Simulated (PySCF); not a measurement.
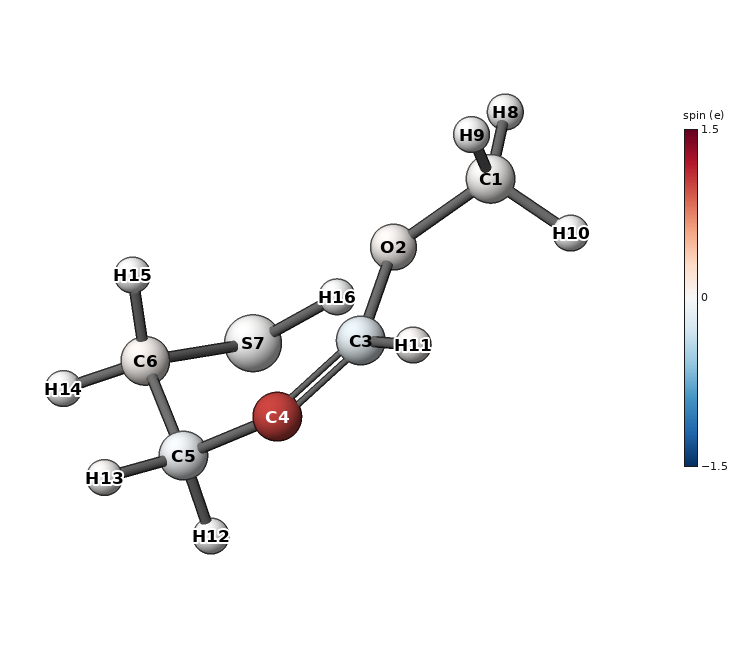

Atoms are coloured by their Mulliken spin populations. The species is neutral and a spin doublet. Computed geometry: GFN2-xTB optimisation. No frequency run is at hand to confirm it as a minimum. Level of theory: UKS B3LYP, pcH-1 on C H O S, non-relativistic (PySCF 2.14.0).

Give the Mulliken spin populations atom by atom.

| atom | value (e) |
| --- | --- |
| C1 | 0.01 |
| O2 | 0.04 |
| C3 | −0.13 |
| C4 | 1.01 |
| C5 | −0.05 |
| C6 | 0.05 |
| S7 | 0.01 |
| H8 | 0.00 |
| H9 | 0.00 |
| H10 | 0.00 |
| H11 | 0.03 |
| H12 | 0.00 |
| H13 | 0.02 |
| H14 | 0.01 |
| H15 | 0.00 |
| H16 | 0.00 |

Mulliken values depend strongly on the basis set.
